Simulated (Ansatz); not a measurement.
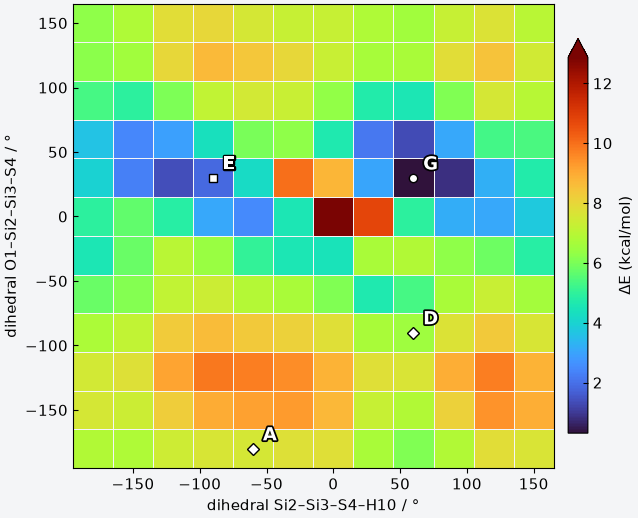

H₆OSSi₂, SMILES O[SiH2][SiH2]S. First axis: dihedral Si2–Si3–S4–H10. Second axis: dihedral O1–Si2–Si3–S4. Nothing is relaxed (all other coordinates rigid). The scan uses a 12 × 12 grid. All energies are given in kcal/mol relative to the relaxed molecule at the same level. Energies and slopes of some neighbouring points disagree (a jump in structure or state, or too coarse a mesh). Level of theory: RKS PBE-D4/def2-SVP (Ansatz 0.2.0).

The picture shows one coloured cell a grid point, one colour for all values above the top of the scale, lettered points.

Q: Is E the lowest point of the computed grid?

A: No. E lies 1.5 kcal/mol above the lowest grid point, which is at dihedral Si2–Si3–S4–H10 = 60°, dihedral O1–Si2–Si3–S4 = 30°.

Q: Rank the lettered points by energy, lowest first.

A: G (0.31 kcal/mol), E (1.9 kcal/mol), D (6.5 kcal/mol), A (7.5 kcal/mol).
